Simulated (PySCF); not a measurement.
Ga(H)(Et)2, C4H11Ga, SMILES C[CH2][GaH][CH2]C at its GFN2-xTB optimised geometry (Å):

```
16

Ga    -0.1398    -0.4286     0.0000
H     -0.8897    -1.8563     0.0011
C     -1.3943     1.2028     0.0000
C     -2.8452     0.7129     0.0522
H     -1.2379     1.8168    -0.8957
H     -1.1864     1.8563     0.8563
H     -3.0172     0.1272     0.9578
H     -3.0603     0.0684    -0.8032
H     -3.5506     1.5449     0.0416
C      1.9224    -0.4286     0.0000
C      2.4601     1.0063     0.0112
H      2.3018    -0.9615    -0.8811
H      2.3021    -0.9758     0.8722
H      2.1156     1.5389     0.8998
H      2.1070     1.5559    -0.8637
H      3.5506     1.0254     0.0061
```

Level of theory: PBE0/def2-TZVP (PySCF 2.14.0). Cells within 0.4 Å of a nucleus heavier than hydrogen are left out (blank, or x).

Map of the Laplacian of the electron density (e/bohr⁵), clipped to [-1.50, 1.50] on the plane z = 0.0 Å:

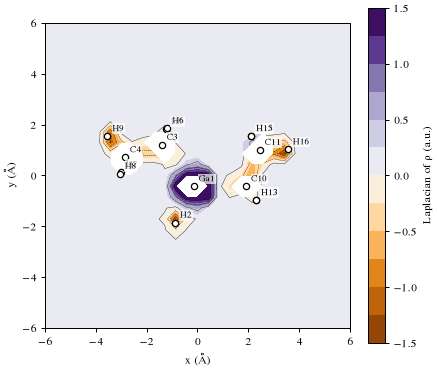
Laplacian of the electron density (e/bohr⁵), clipped to [-1.50, 1.50] on the plane z = 0.0 Å.
